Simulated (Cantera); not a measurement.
Feed: 1 mol Pb, 0.047 mol CO2, 30 mol N2, equilibrated at 2.60 bar.

These are equilibrium values from Cantera (NASA tables, ideal gas, pure condensed phases), not measurements of a reactor. Candidate condensed phases: C, Pb, PbO, PbO2, Pb3O4; 27 gas species. Gases not in the tables: (PbO)n polymers. Rates play no part.

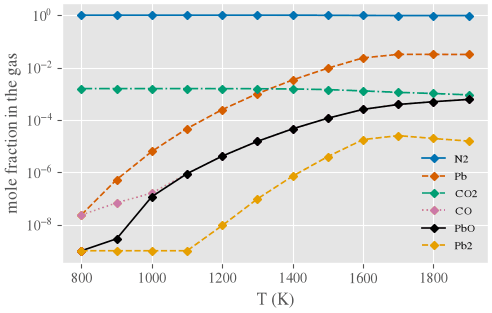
Equilibrium gas composition (values under 1e-9 drawn at 1e-9)

**Question.** Read off the mole fractions at 1400 K.

**Answer.** N2 about 1.00, Pb about 0.0034, CO2 about 0.0015, CO about 4.6e-5, PbO about 4.6e-5, Pb2 about 7.1e-7.
